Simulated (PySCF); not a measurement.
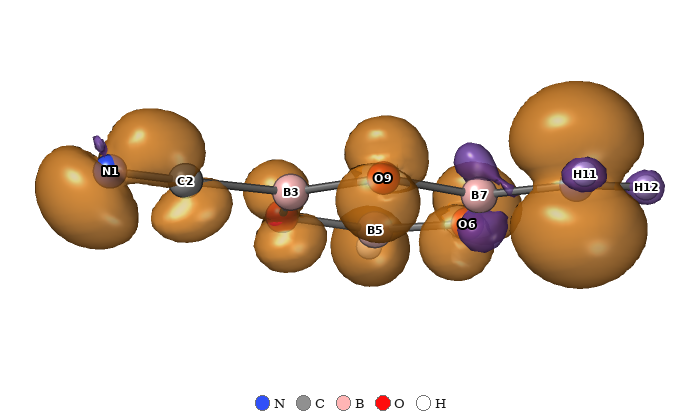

Figure. CH3B3N2O3 (SMILES N#CB1OBOB([NH2+])O1) (charge +1, doublet). Isosurfaces of the spin density (α minus β) at +0.02 (orange) and −0.02 e/Å³ (purple), seen from one side.

Geometry: GFN2-xTB.

Theory: UKS B3LYP, pcH-1 on B C H N O, non-relativistic, mean-field spin-orbit, GIAO in PySCF 2.14.0, density-fitted response routines.

```xyz
12

N    -2.2965    3.2265   -0.4518
C    -1.7749    2.2256   -0.3197
B    -1.0299    0.8573   -0.1539
O    -1.7915   -0.2516    0.0175
B    -1.1198   -1.4281    0.2071
O     0.2019   -1.4528    0.2764
B     1.0081   -0.3523    0.0536
N     2.3901   -0.3962    0.0717
O     0.2943    0.8157   -0.1897
H    -1.7635   -2.4131    0.3029
H     2.9721    0.4273    0.0356
H     2.9108   -1.2589    0.1242
```

Q: Describe the spin distribution.

A: The unpaired spin (1 electron) lies mostly on N8 (about 0.5), N1 (about 0.1), O9 (about 0.1) and O6 (about 0.1), in electrons by Hirshfeld's partition.
